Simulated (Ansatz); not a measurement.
# HSE06/def2-SVP (core potential) run of SnH2O2 (SMILES [OH][Sn][OH])

Aim: the vertical ionisation energy of SnH2O2 at HSE06/def2-SVP (core potential), from 2 runs. 

The results are computed with Ansatz 0.2.0.

45 further runs of the same task are left out: 45 set aside as unsound or not needed.

## Step 1: The molecule

SnH2O2: 5 atoms, total charge 0, spin state singlet. As SMILES, `[OH][Sn][OH]`. The coordinates come from a PBE0-D4/def2-TZVP relaxation. This is one conformer, not always the lowest.

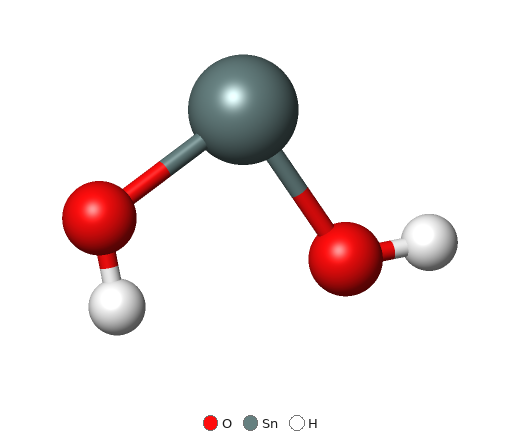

Viewed from a chosen angle; oxygen red, tin teal, hydrogen white.

## Step 2: The energy at HSE06/def2-SVP (core potential)

The input, run.yaml:

```yaml
crystal:
  periodic: [false, false, false]
  atoms:
    - {symbol: O, position_ang: [-0.984300, 0.177800, -0.613800]}
    - {symbol: Sn, position_ang: [-0.153700, -0.943900, 0.800900]}
    - {symbol: O, position_ang: [1.561800, 0.002900, 0.636100]}
    - {symbol: H, position_ang: [-1.901200, -0.005600, -0.831400]}
    - {symbol: H, position_ang: [1.527200, 0.695100, -0.033300]}
basis:
  gaussian: {orbitals: def2-SVP}
hamiltonian: {xc: {name: HSE06}}
accuracy: high
output: {orbitals: {seedname: orbitals}}
```

Command:

```bash
$ ansatz run run.yaml --threads 1 --pin off --max-ram 3480MiB --events-out events.jsonl --progress --plain --runs-dir runs
```

Output:

```text
Warning: RAYON_NUM_THREADS=1 ignored (pool sized by the plan → 1); use --threads N
Functional definition: HSE06
  name "HSE06"
  parameter a = 0.25
  parameter omega = 0.11/bohr
  exchange = pbe_x - a*pbe_x_sr(omega) + a*exact_x_sr(omega)
  correlation = pbe_c
1456 factors; integrals over basis functions are off by at most 3.2e-9 eV
90 factors; integrals over basis functions are off by at most 1.3e-9 eV
mean field evaluation 1: about -9941.1670 eV, gradient 7.3e1 eV
mean field evaluation 2: about -9880.0550 eV, gradient 1.7e2 eV
mean field evaluation 4: about -9951.0163 eV, gradient 1.1e1 eV
mean field evaluation 8: about -9951.3651 eV, gradient 6.6e-1 eV
mean field evaluation 16: about -9951.3664 eV, gradient 3.2e-5 eV
mean field -9951.36641087 eV, -365.7059703210 hartree, gradient 2.4e-8 eV, S^2 0.000000; 0 other end points of the search recorded, 0 dependent functions left out
reference -9951.36641382 eV, -365.7059704296 hartree; 20, 20 occupied and 44, 44 virtual orbitals, 1456 factors
Total energy: -9951.36641382 eV, -365.7059704296 hartree
```

Run time: 5.4 s. Hardware: 1 thread of Arm Neoverse V1, shared host; peak memory 0.19 GiB.

## Step 3: The doublet cation at the same level

The input, in.yaml:

```yaml
crystal:
  periodic: [false, false, false]
  atoms:
    - {symbol: O, position_ang: [-0.984300, 0.177800, -0.613800]}
    - {symbol: Sn, position_ang: [-0.153700, -0.943900, 0.800900]}
    - {symbol: O, position_ang: [1.561800, 0.002900, 0.636100]}
    - {symbol: H, position_ang: [-1.901200, -0.005600, -0.831400]}
    - {symbol: H, position_ang: [1.527200, 0.695100, -0.033300]}
basis:
  gaussian: {orbitals: def2-SVP}
total_charge: 1
magnetization: {spin_polarized: true, initial_magnetization: 1}
hamiltonian: {xc: hse06}
accuracy: high
output: {orbitals: {seedname: orbitals}}
```

Command:

```bash
$ ansatz run in.yaml --threads 1 --pin off --max-ram 3480MiB --events-out events.jsonl --progress --plain --runs-dir runs
```

Output:

```text
Warning: RAYON_NUM_THREADS=1 ignored (pool sized by the plan → 1); use --threads N
[... 6 set-up lines as earlier in the session ...]
1456 factors; integrals over basis functions are off by at most 3.2e-9 eV
90 factors; integrals over basis functions are off by at most 1.3e-9 eV
mean field evaluation 1: about -9915.0240 eV, gradient 8.1e1 eV
mean field evaluation 2: about -9712.5550 eV, gradient 1.8e2 eV
mean field evaluation 4: about -9938.5723 eV, gradient 2.6e1 eV
mean field evaluation 8: about -9941.6983 eV, gradient 7.9e-1 eV
mean field evaluation 16: about -9941.8050 eV, gradient 7.9e-3 eV
mean field evaluation 32: about -9941.8050 eV, gradient 7.5e-8 eV
mean field -9941.80501136 eV, -365.3545953699 hartree, gradient 7.5e-8 eV, S^2 0.761085; 4 other end points of the search recorded, 0 dependent functions left out
reference -9941.80501441 eV, -365.3545954822 hartree; 20, 19 occupied and 44, 45 virtual orbitals, 1456 factors
Total energy: -9941.80501441 eV, -365.3545954822 hartree
```

Wall time 14 s (1 thread of Arm Neoverse V1, shared host); peak memory 0.27 GiB.

## Step 4: Summary of results

Level: HSE06/def2-SVP (core potential).

| quantity | value |
| --- | --- |
| singlet SnH2O2: total energy | -365.70597 Eh |
| singlet SnH2O2: HOMO energy | -6.87 eV |
| singlet SnH2O2: LUMO energy | -2.10 eV |
| singlet SnH2O2: HOMO–LUMO gap | 4.77 eV |
| doublet cation: total energy | -365.35460 Eh |
| doublet cation: HOMO energy (highest over α and β) | -14.35 eV |
| doublet cation: LUMO energy (lowest over α and β) | -12.26 eV |
| doublet cation: ⟨S²⟩ | 0.761 |
| vertical ionisation energy (to the doublet cation) | 9.561 eV |

**Reading.** Removing an electron at fixed nuclei costs 9.56 eV (923 kJ/mol). −ε(HOMO) before ionisation, 6.87 eV, is 2.69 eV below this ionisation energy.
